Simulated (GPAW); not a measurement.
# Work function of Si/W(100) at several levels, part 2 of 3

Aim: the work function of both faces of Si/W(100), and its spread over functionals and bases.

GPAW 26.7.0; GPAW, PAW setups; slab in vacuum, relaxation (the session's first sound run).

So far, upper work function (eV): step 2 (relaxation, PBE, GPAW) 4.36; step 3 (the slab's potential, PBE, GPAW) 4.36; step 4 (OptPBE vdW: xc = "optPBE-vdW", GPAW, PAW setups, GPAW) 4.53.

## 5. Self-consistent run: xc = "RPBE"

The same geometry under RPBE, to see how far the functional moves the levels against the vacuum.

The input, run.py:

```python
import json
import numpy as np
from ase import Atoms
from gpaw import GPAW, PW

slab = Atoms(
    ['W', 'W', 'W', 'W', 'W', 'Si'],
    positions=[
        [0.00000, 0.00000, 7.00000],
        [1.58000, 1.58000, 8.58000],
        [0.00000, 0.00000, 10.16000],
        [1.58000, 1.58000, 11.77137],
        [0.00000, 0.00000, 13.35394],
        [1.58000, 1.58000, 14.59486]],
    cell=[[3.16, 0.0, 0.0], [0.0, 3.16, 0.0], [0.0, 0.0, 22.11556]],
    pbc=[True, True, False])

slab.calc = GPAW(mode=PW(400), xc='RPBE', kpts={'size': (10, 10, 1), 'gamma': True},
                 occupations={'name': 'fermi-dirac', 'width': 0.1}, nbands='200%',
                 convergence={'density': 1e-05}, maxiter=200,
                 poissonsolver={'dipolelayer': 'xy'},
                 symmetry={'tolerance': 1e-3}, txt='slab.txt')
result = {}
energy = slab.get_potential_energy()
fermi = slab.calc.get_fermi_level()
v = slab.calc.get_electrostatic_potential().mean((0, 1)) - fermi
n = slab.calc.get_pseudo_density().mean((0, 1))
L = slab.cell[2, 2]
z = np.arange(len(v)) * L / len(v)
low, high = slab.positions[:, 2].min(), slab.positions[:, 2].max()
below, above = np.interp([low - 4.8, high + 4.8], z, v)
slopes = [np.interp(x, z, np.gradient(v, z)) for x in (low - 4.8, high + 4.8)]
eps = np.array([[slab.calc.get_eigenvalues(k, s) for k in range(len(slab.calc.get_ibz_k_points()))]
                for s in range(slab.calc.get_number_of_spins())]) - fermi
top, bottom = eps[eps < 0].max(), eps[eps > 0].min()
dipole = slab.get_dipole_moment()[2]
print(f'energy {energy:.4f} eV, Fermi level {fermi:.4f} eV, dipole {dipole:.5f} e A')
print(f'potential 4.8 A off the faces, from the Fermi level: lower {below:.4f} eV, upper {above:.4f} eV')
print(f'slope of the potential there: lower {slopes[0]:.5f}, upper {slopes[1]:.5f} eV/A')
print(f'nearest levels on the mesh: {top:.4f} and {bottom:.4f} eV')
print('magnetic moment', round(slab.get_magnetic_moment(), 3))
result.update(energy=energy, fermi=fermi, dipole=dipole, below=below, above=above, slopes=slopes, edges=[top, bottom],
              z=z.tolist(), v=v.tolist(), n=n.tolist(), positions=slab.positions.tolist(),
              forces=slab.get_forces(apply_constraint=False).tolist(), moments=slab.get_magnetic_moments().tolist())
json.dump(result, open('result.json', 'w'))
```

Started as:

```sh
OMP_NUM_THREADS=1 OPENBLAS_NUM_THREADS=1 python run.py
```

What it wrote:

```text
energy -56.7641 eV, Fermi level 3.5022 eV, dipole -0.00925 e A
potential 4.8 A off the faces, from the Fermi level: lower 4.1230 eV, upper 4.2932 eV
slope of the potential there: lower -0.00269, upper 0.00025 eV/A
nearest levels on the mesh: -0.0036 and 0.0085 eV
magnetic moment 0.0
```

Run time: 3.2 min. Hardware: 1 thread of Intel Xeon Platinum 8259CL at 2.50GHz (Skylake/Cascade Lake), shared host; peak memory 0.29 GiB.

Numbers from this step:

- dipole along the normal: -0.009249 e·Å
- levels nearest the Fermi level on the mesh: -0.003643, 0.008453 eV from the Fermi level
- upper work function: 4.293 eV
- lower work function: 4.123 eV

The upper face's work function is 4.293 eV, against 4.361 eV in the first plane-wave PBE run at this geometry.

## 6. Self-consistent run: xc = "vdW-DF2"

The same geometry under vdW-DF2, to see how far the functional moves the levels against the vacuum (the van der Waals functionals take revPBE setups).

Edit run.py of step 5 so:

```diff
@@ -17,3 +17,3 @@
 
-slab.calc = GPAW(mode=PW(400), xc='RPBE', kpts={'size': (10, 10, 1), 'gamma': True},
+slab.calc = GPAW(mode=PW(400), xc='vdW-DF2', kpts={'size': (10, 10, 1), 'gamma': True},
                  occupations={'name': 'fermi-dirac', 'width': 0.1}, nbands='200%',
```

What it wrote:

```text
energy -825.9102 eV, Fermi level 3.3490 eV, dipole 0.00173 e A
potential 4.8 A off the faces, from the Fermi level: lower 4.6279 eV, upper 4.5996 eV
slope of the potential there: lower -0.00384, upper 0.00053 eV/A
nearest levels on the mesh: -0.0130 and 0.0144 eV
magnetic moment 0.0
```

The job ended after 3.8 min (1 thread; peak memory 0.42 GiB).

Numbers from this step:

* dipole along the normal: 0.001731 e·Å
* levels nearest the Fermi level on the mesh: -0.01297, 0.01438 eV from the Fermi level
* upper work function: 4.600 eV
* lower work function: 4.628 eV

The electrostatic potential energy of an electron (without an applied field's), less the Fermi level, planar mean oscillates, so the rows of the table below give means over windows of 1.58 Å about each position, cut where the curve ends. Its maxima inside the range that stand out by 2 % of the span (Å: eV): 7.8: -8.83, 9.4: -9.36, 11.0: -8.87, 12.5: -9.24, 14.1: -11.9. Its minima: 7.1: -20.1, 8.6: -20.8, 10.1: -20.8, 11.8: -20.9, 13.4: -21.4, 14.5: -13.7.

Electrostatic potential energy of an electron (without an applied field's), less the Fermi level, planar mean against z; means over each step:

```
z (Å)  electrostatic potential energy of an electron (without an applied field's), less the Fermi level, planar mean (eV)
 0.79                                                                                                                4.63
 2.37                                                                                                                4.63
 3.95                                                                                                                4.52
 5.53                                                                                                                1.69
 7.11                                                                                                               -13.8
 8.69                                                                                                               -14.8
10.27                                                                                                               -14.8
11.85                                                                                                               -14.8
13.43                                                                                                               -15.8
15.01                                                                                                               -6.24
16.59                                                                                                                4.18
18.17                                                                                                                4.59
19.75                                                                                                                4.60
21.33                                                                                                                4.60
```

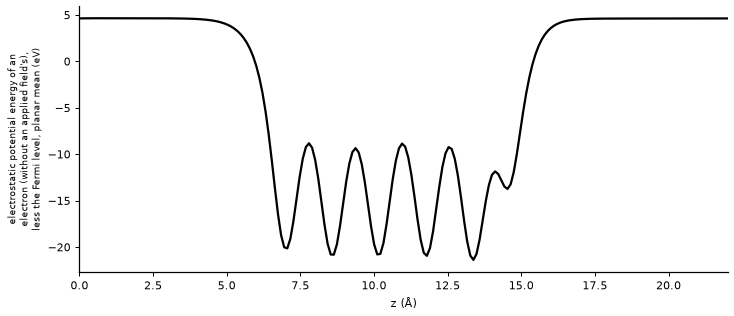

Electrostatic potential energy of an electron (without an applied field's), less the Fermi level, planar mean against z.

The upper face's work function is 4.600 eV, against 4.361 eV in the first plane-wave PBE run at this geometry.

## 7. Self-consistent run: xc = "LDA"

The same geometry under LDA, to see how far the functional moves the levels against the vacuum.

Edit run.py of step 6 so:

```diff
@@ -17,3 +17,3 @@
 
-slab.calc = GPAW(mode=PW(400), xc='vdW-DF2', kpts={'size': (10, 10, 1), 'gamma': True},
+slab.calc = GPAW(mode=PW(400), xc='LDA', kpts={'size': (10, 10, 1), 'gamma': True},
                  occupations={'name': 'fermi-dirac', 'width': 0.1}, nbands='200%',
```

What it wrote:

```text
energy -65.8378 eV, Fermi level 3.1298 eV, dipole 0.00155 e A
potential 4.8 A off the faces, from the Fermi level: lower 4.5566 eV, upper 4.5308 eV
slope of the potential there: lower -0.00188, upper 0.00021 eV/A
nearest levels on the mesh: -0.0067 and 0.0058 eV
magnetic moment 0.0
```

Wall time 3.2 min (1 thread); peak memory 0.29 GiB.

Numbers from this step:

```
dipole along the normal                    : 0.001546 e·Å
levels nearest the Fermi level on the mesh : -0.006717, 0.005792 eV from the Fermi level
upper work function                        : 4.531 eV
lower work function                        : 4.557 eV
```

The electrostatic potential energy of an electron (without an applied field's), less the Fermi level, planar mean oscillates, so the rows of the table below give means over windows of 1.58 Å about each position, cut where the curve ends. Its maxima inside the range that stand out by 2 % of the span (Å: eV): 7.8: -8.20, 9.4: -8.70, 11.0: -8.20, 12.5: -8.57, 14.1: -11.5. Its minima: 7.1: -19.6, 8.6: -20.2, 10.1: -20.2, 11.8: -20.3, 13.4: -20.8, 14.5: -13.4.

Electrostatic potential energy of an electron (without an applied field's), less the Fermi level, planar mean against z; means over each step:

```
z (Å)  electrostatic potential energy of an electron (without an applied field's), less the Fermi level, planar mean (eV)
 0.79                                                                                                                4.56
 2.37                                                                                                                4.56
 3.95                                                                                                                4.48
 5.53                                                                                                                1.89
 7.11                                                                                                               -13.2
 8.69                                                                                                               -14.2
10.27                                                                                                               -14.2
11.85                                                                                                               -14.2
13.43                                                                                                               -15.2
15.01                                                                                                               -6.01
16.59                                                                                                                4.17
18.17                                                                                                                4.53
19.75                                                                                                                4.53
21.33                                                                                                                4.53
```

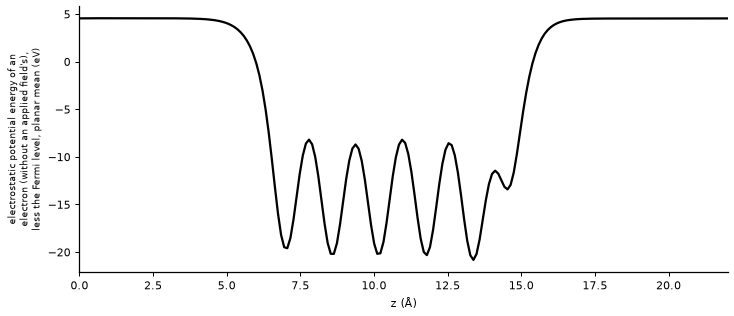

Electrostatic potential energy of an electron (without an applied field's), less the Fermi level, planar mean against z.

The upper face's work function is 4.531 eV, against 4.361 eV in the first plane-wave PBE run at this geometry.

## 8. Self-consistent run: xc = "revPBE"

The same geometry under revPBE, to see how far the functional moves the levels against the vacuum.

Edit run.py of step 7 so:

```diff
@@ -17,3 +17,3 @@
 
-slab.calc = GPAW(mode=PW(400), xc='LDA', kpts={'size': (10, 10, 1), 'gamma': True},
+slab.calc = GPAW(mode=PW(400), xc='revPBE', kpts={'size': (10, 10, 1), 'gamma': True},
                  occupations={'name': 'fermi-dirac', 'width': 0.1}, nbands='200%',
```

What it wrote:

```text
energy -57.2895 eV, Fermi level 3.4848 eV, dipole -0.00804 e A
potential 4.8 A off the faces, from the Fermi level: lower 4.1434 eV, upper 4.2916 eV
slope of the potential there: lower -0.00249, upper 0.00024 eV/A
nearest levels on the mesh: -0.0036 and 0.0086 eV
magnetic moment 0.0
```

Run time: 3.4 min. Hardware: 1 thread; peak memory 0.29 GiB.

Numbers from this step:

* dipole along the normal: -0.008044 e·Å
* levels nearest the Fermi level on the mesh: -0.003570, 0.008581 eV from the Fermi level
* upper work function: 4.292 eV
* lower work function: 4.143 eV

The electrostatic potential energy of an electron (without an applied field's), less the Fermi level, planar mean oscillates, so the rows of the table below give means over windows of 1.58 Å about each position, cut where the curve ends. Its maxima inside the range that stand out by 2 % of the span (Å: eV): 7.8: -8.64, 9.4: -9.15, 11.0: -8.66, 12.5: -9.04, 14.1: -11.9. Its minima: 7.1: -20.0, 8.6: -20.6, 10.1: -20.6, 11.8: -20.7, 13.4: -21.2, 14.5: -13.8.

Electrostatic potential energy of an electron (without an applied field's), less the Fermi level, planar mean against z; means over each step:

```
z (Å)  electrostatic potential energy of an electron (without an applied field's), less the Fermi level, planar mean (eV)
 0.79                                                                                                                4.15
 2.37                                                                                                                4.14
 3.95                                                                                                                4.06
 5.53                                                                                                                1.49
 7.11                                                                                                               -13.6
 8.69                                                                                                               -14.6
10.27                                                                                                               -14.6
11.85                                                                                                               -14.6
13.43                                                                                                               -15.6
15.01                                                                                                               -6.29
16.59                                                                                                                3.94
18.17                                                                                                                4.29
19.75                                                                                                                4.29
21.33                                                                                                                4.29
```

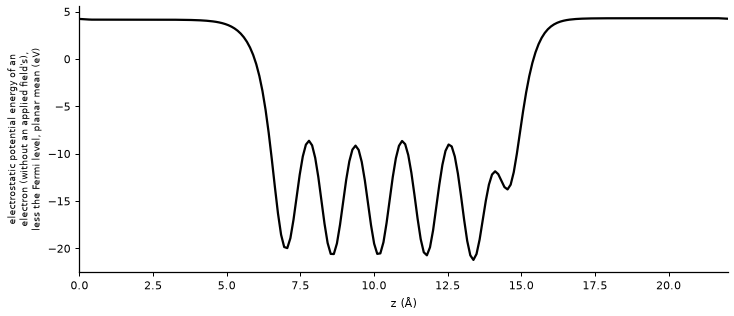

Electrostatic potential energy of an electron (without an applied field's), less the Fermi level, planar mean, plotted against z.

The upper face's work function is 4.292 eV, against 4.361 eV in the first plane-wave PBE run at this geometry.

## 9. Real-space grid: mode = "fd"

A real-space grid is a second complete basis, so it checks the plane-wave result.

Edit run.py of step 8 so:

```diff
@@ -3,3 +3,3 @@
 from ase import Atoms
-from gpaw import GPAW, PW
+from gpaw import GPAW
 
@@ -17,3 +17,3 @@
 
-slab.calc = GPAW(mode=PW(400), xc='revPBE', kpts={'size': (10, 10, 1), 'gamma': True},
+slab.calc = GPAW(mode='fd', h=0.18, xc='PBE', kpts={'size': (10, 10, 1), 'gamma': True},
                  occupations={'name': 'fermi-dirac', 'width': 0.1}, nbands='200%',
```

What it wrote:

```text
energy -59.7374 eV, Fermi level -4.3166 eV, dipole -0.00488 e A
potential 4.8 A off the faces, from the Fermi level: lower 4.2716 eV, upper 4.3608 eV
slope of the potential there: lower -0.00213, upper 0.00017 eV/A
nearest levels on the mesh: -0.0035 and 0.0091 eV
magnetic moment 0.0
```

Elapsed: 24 min, on 1 thread; peak memory 1.2 GiB.

This step gave:

```
dipole along the normal                    : -0.004879 e·Å
levels nearest the Fermi level on the mesh : -0.003520, 0.009095 eV from the Fermi level
upper work function                        : 4.361 eV
lower work function                        : 4.272 eV
```

The upper face's work function is 4.361 eV, against 4.361 eV in the first plane-wave PBE run at this geometry.

(Part 2 of 3 ends here.)

[Logs are printed without paths, hosts, clocks, repeated set-up lines and the standing remarks that a program may print on its own settings, such as how far it seeks lower states.]

[Hosts, paths, dates, database ids (printed as entryN), source tags and the programs' standing remarks are cut or masked in the printed files.]
